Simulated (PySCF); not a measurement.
```xyz
13

Al   -1.0034    0.0337    1.9860
N    -2.0162    0.2384    0.3609
H    -1.4795    0.6140   -0.4454
H    -2.4294   -0.6433   -0.0060
H    -2.8315    0.8796    0.4349
N     0.9183    0.1674    1.9674
H     1.3714   -0.1246    1.0789
H     1.2857    1.1279    2.1264
H     1.4011   -0.4026    2.6900
N    -1.8971   -0.2759    3.6642
H    -1.6669    0.4109    4.4106
H    -2.9347   -0.2565    3.6219
H    -1.6866   -1.1950    4.1033
```

Geometry: PBE0-D3(BJ)/def2-SVPD.

Level of theory: wB97M-D3(BJ)/def2-TZVPD, SCF density, gas phase in PySCF 2.14.0.

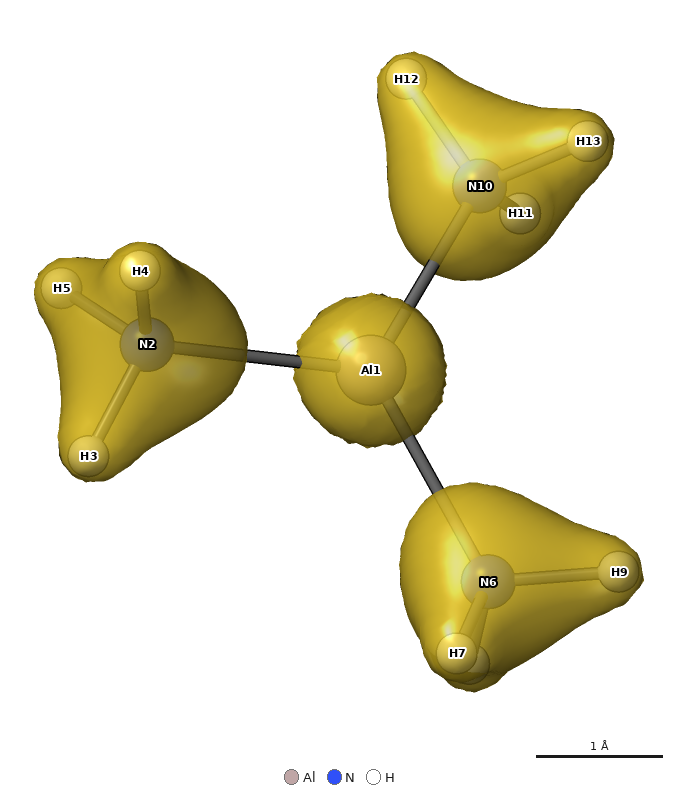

AlH9N3 (charge +3). Isosurface of the electron density at 1 e/Å³ (yellow), seen at an oblique angle.

How is the density connected at this value?

Answer. At this value the surface falls into four separate pieces. It bridges the sampled N–H (1.04 Å) contacts, where the density stays above the isovalue. It is pinched off along the sampled Al–N (1.93 Å) contacts. On the grid the lowest density along these lines, outside the cores, is 0.6 e/Å³ (Al–N, 1.93 Å) and 2.1 e/Å³ (N–H, 1.04 Å).
